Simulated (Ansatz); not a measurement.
```yaml
atoms:
  - { symbol: C, position_ang: [-2.0472, 0.9903, 1.0211] }
  - { symbol: C, position_ang: [-1.9764, 0.5326, -0.3960] }
  - { symbol: C, position_ang: [-0.6548, 0.8997, -1.0473] }
  - { symbol: F, position_ang: [-0.5692, 0.3606, -2.2602] }
  - { symbol: F, position_ang: [-0.5209, 2.2183, -1.1742] }
  - { symbol: F, position_ang: [0.3764, 0.4576, -0.3228] }
  - { symbol: O, position_ang: [-1.2951, -1.6011, 1.4670] }
  - { symbol: S, position_ang: [-1.3589, -0.2816, 2.1674] }
  - { symbol: S, position_ang: [-2.4887, 2.4276, 1.5921] }
  - { symbol: H, position_ang: [-2.5261, -0.2026, 2.9158] }
  - { symbol: H, position_ang: [-2.0545, -0.5686, -0.4198] }
  - { symbol: H, position_ang: [-2.7806, 0.9956, -0.9829] }
```

Geometry: PBE0-D3(BJ)/def2-SVP.

These are results of Ansatz, isolated molecule in a Gaussian basis; Kohn-Sham density functional theory, functional PBE0, not measurements.

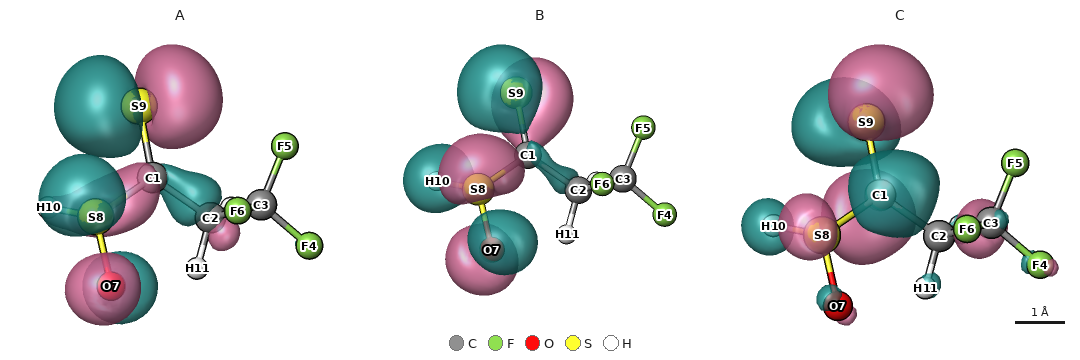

C$_{3}$H$_{3}$F$_{3}$OS$_{2}$ (SMILES O=[SH]C(=S)CC(F)(F)F). Three frontier orbitals at ±0.1 Å⁻³ᐟ² (teal and pink are the two phases), in no order.

> Which picture is the HOMO−1, the HOMO and the LUMO?

B is the HOMO−1 (−8.10 eV). Its weight (Hirshfeld) is mainly on O7 (about 35 %), S9 (about 30 %), S8 (about 20 %) and H10 (about 5 %). A is the HOMO (−7.36 eV). By Hirshfeld shares it lies mainly on S9 (about 50 %), O7 (about 25 %), S8 (about 15 %) and C1 (about 5 %). C is the LUMO (−3.50 eV). It lies mainly on S9 (about 40 %), C1 (about 35 %) and S8 (about 10 %); π-antibonding (π*) across S9–C1.

> What is the HOMO–LUMO gap?

3.86 eV between the orbital energies.
